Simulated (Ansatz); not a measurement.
SiC (space group P6_3mc, No. 186). Coordinates: the geometry relaxed (final pressure about 20 GPa) with DFT, PAW plane waves, pbe in Ansatz 0.2.0.

```cif
data_structure
_symmetry_space_group_name_H-M 'P6_3mc'
_symmetry_Int_Tables_number 186
_cell_length_a 3.0112
_cell_length_b 3.0112
_cell_length_c 4.9381
_cell_angle_alpha 90.000
_cell_angle_beta 90.000
_cell_angle_gamma 120.000
_cell_volume 38.78
loop_
_atom_site_label
_atom_site_type_symbol
_atom_site_symmetry_multiplicity
_atom_site_Wyckoff_symbol
_atom_site_fract_x
_atom_site_fract_y
_atom_site_fract_z
_atom_site_occupancy
Si1 Si 2 b 0.66667 0.33333 0.49960 1
C1 C 2 b 0.66667 0.33333 0.87540 1
```

Describe the stacking along c, naming the columns A, B, C as they first turn up.

Si(A) – C(A) – Si(B) – C(B) (four layers in 4.94 Å).

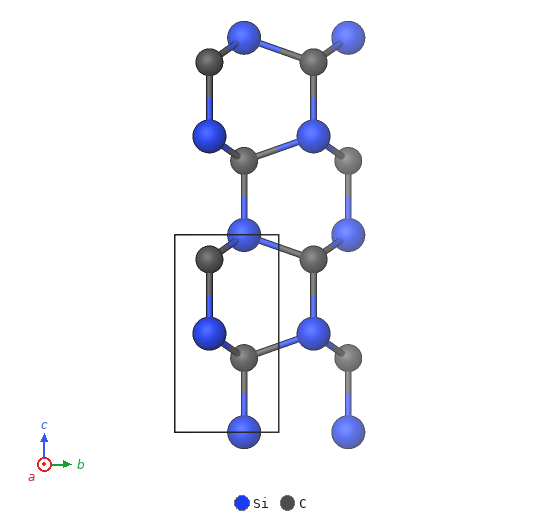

Projection along an edge of the hexagonal mesh, stacking direction c upwards. Every atom sits on one of the three columns of the mesh; call them A, B, C in the order in which they first turn up. The sequence starts with the first layer at or above the cell's origin.
